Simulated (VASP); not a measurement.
Band structure of NaH (rock salt). Calculation: optB88-vdW, VASP's PBE PAW potentials (set 64) (plane waves; VASP 6.6.1).

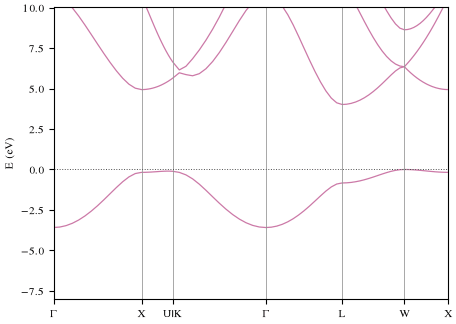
Fig. 1. Bands along high-symmetry lines, zero at the valence-band maximum or, without a gap, the Fermi level

Problem. Read the plot: is there a gap, and where are the band edges?

Solution. The gap is indirect, 4.02 eV, from the valence maximum at W to the conduction minimum at L. (Edges off the drawn lines would not show.)

The compound is NaH in the rock salt structure. It was relaxed first, which changed the volume by -5 %.
